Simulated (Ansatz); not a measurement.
System: C4H3 (SMILES [CH-]=C=C=C) (charge −1).

Input file:

```
crystal:
  periodic: [false, false, false]
  atoms:
    - {symbol: C, position_ang: [0.708470, -0.186948, 0.497452]}
    - {symbol: C, position_ang: [-0.384713, 0.526669, 0.307923]}
    - {symbol: C, position_ang: [-1.450181, 1.244800, 0.124184]}
    - {symbol: C, position_ang: [2.017207, -0.267886, 0.771716]}
    - {symbol: H, position_ang: [2.649422, 0.622544, 0.960946]}
    - {symbol: H, position_ang: [-2.404044, 0.741509, -0.109622]}
    - {symbol: H, position_ang: [2.555848, -1.228185, 0.828832]}
basis:
  gaussian:
    orbitals: def2-TZVPD
total_charge: -1
magnetization:
  spin_polarized: false
  initial_magnetization: 0
hamiltonian:
  xc: pbe0
output: {forces: true, orbitals: {seedname: orbitals}}
```

Run with:

```sh
ansatz run input.yaml --threads 2 --pin off --max-ram 4350MiB --events-out events.jsonl --progress --plain --runs-dir runs
```

Geometry: r2SCAN-D4/def2-SVPD; the highest occupied orbital lies above zero, a sign that basis and functional describe the outermost electron poorly.

All numbers below come from isolated molecule in a Gaussian basis; Kohn-Sham density functional theory, functional PBE0 (Ansatz).

Question: What can the converged electron density and electron localisation function tell about the bonding?

Answer: C–C (1.30 Å): ρ at the midpoint is about 2.4 e/Å³; the ELF peaks at about 0.90 between the atoms: a short, multiple covalent bond.
C–H (1.10 Å): ρ at the midpoint is about 1.9 e/Å³; the ELF climbs to about 1 towards the hydrogen, as it does in any bond to H; a covalent bond by its length.
C–C (1.34 Å): ρ at the midpoint is about 2.2 e/Å³; the ELF peaks at about 0.90 between the atoms: a multiple bond.

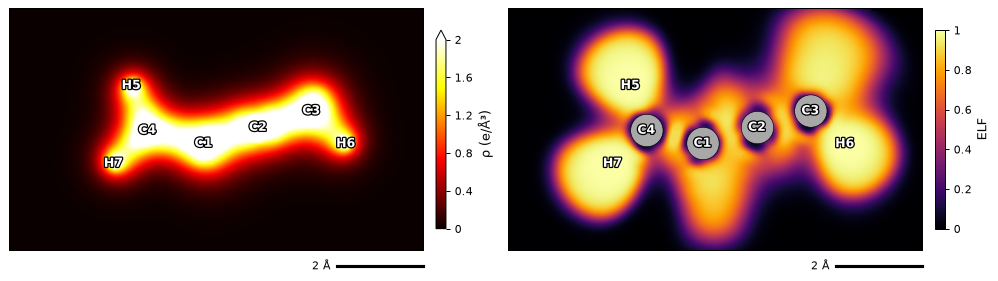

Computed electron density and electron localisation function on the molecular plane, in this order. Grey discs cover the atomic cores in the ELF map. 
